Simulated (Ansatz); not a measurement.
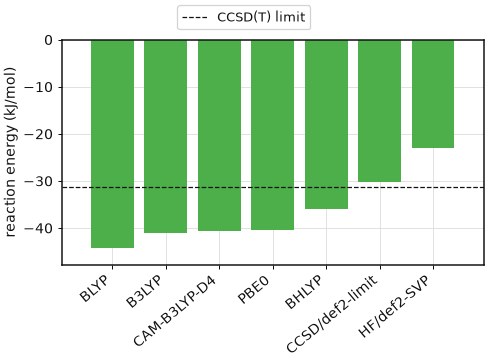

Electronic reaction energy of AlBGeH₆ ([AlH2][BH][GeH3]) + BH₃ (B) → B₂GeH₆ (B[BH][GeH3]) + AlH₃ ([AlH3]) (SMILES in brackets) at several levels (functionals in def2-TZVPP unless a basis is named), isolated molecules at PBE0-D4 triple-zeta geometries, minima by their frequencies, no zero-point or thermal terms, the Ansatz code 0.2.0. The line is frozen-core CCSD(T) at the basis limit (MP2 extrapolated from triple and quadruple zeta, plus CCSD(T) less MP2 in a smaller set). No dispersion term is added to BLYP, B3LYP, PBE0 and BHLYP. The distance of HF/def2-SVP to the limit includes basis error.

What range do the values span, the line included?

Answer. From −44.3 kJ/mol (BLYP) to −23.0 kJ/mol (HF/def2-SVP).

Give the values.

Answer.
```csv
level,kJ/mol,less CCSD(T) limit
BLYP,−44.3,−13.1
B3LYP,−41.0,−9.7
CAM-B3LYP-D4,−40.7,−9.4
PBE0,−40.4,−9.2
BHLYP,−36.0,−4.8
CCSD/def2-limit,−30.2,1.0
HF/def2-SVP,−23.0,8.3
CCSD(T) limit,−31.2,0.0
```

Caveats: no scalar relativity up to krypton; outer-core shells are correlated without core-valence functions, which makes the correlated values less sure.
